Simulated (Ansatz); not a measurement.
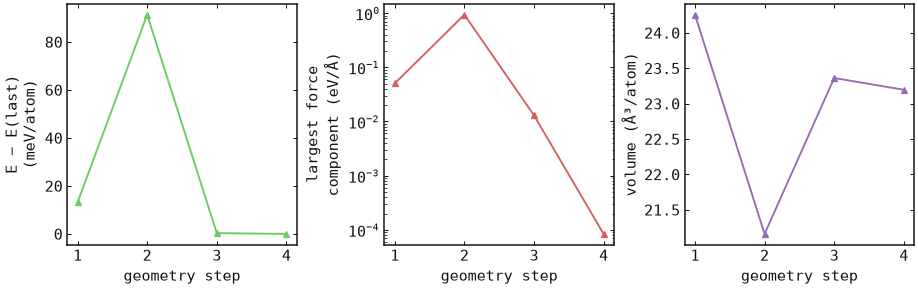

History of a geometry optimisation. Atoms and cell relax. A closing SCF on a freshly chosen basis isn't drawn.

```
crystal:
  lattice:
    - [4.9499238398, 0.0, 0.0]
    - [0.0, 4.9499238398, 0.0]
    - [0.0, 0.0, 4.9499238398]
  atoms:
    - { symbol: Zr, position: [0.2881644609, 0.2881644609, 0.2881644609] }
    - { symbol: Zr, position: [0.7118355391, 0.7118355391, 0.2881644609] }
    - { symbol: Zr, position: [0.2881644609, 0.7118355391, 0.7118355391] }
    - { symbol: Zr, position: [0.7118355391, 0.2881644609, 0.7118355391] }
    - { symbol: Mo, position: [0.0, 0.0, 0.0] }
basis:
  ecutwfc: 420
kpoints:
  mp_grid: { grid: [8, 8, 8] }
hamiltonian:
  xc: pbe
  dispersion: d3bj
scf:
  occupations: { method: methfessel_paxton, width: 0.3 }
output:
  forces: true
  eigenvalues: true
  stress: true
relax:
  adjacent_minimum: "off"
  f_tol: 0.01
  max_steps: 80
  cell: { stress_tol: 0.05 }
```

Command:
```bash
ansatz run input.yaml --threads 1 --pin off --max-ram 2048MiB --backend cpu --events-out ev --progress --plain --runs-dir out
```

Q: How did it end, and what did it gain?

A: The optimisation met its thresholds at geometry 4, counting the start as the first. The energy fell by about 13 meV/atom from the first step to the last. Step 2 went uphill and was rejected by the line search. The largest force component goes from about 0.05 eV/Å at the start to 8 × 10⁻⁵ eV/Å at the end, with a peak of 0.93 eV/Å at step 2.

Q: Was the starting cell too large or too small?

A: The volume shrinks from 24.3 to 23.2 Å³ per atom (−4 %), overshooting to 21.2 at step 2. The start was expanded.

Q: Is anything amiss with this input?

A: Its settings were drawn outside the usual range, so the numbers aren't converged properties of the system.
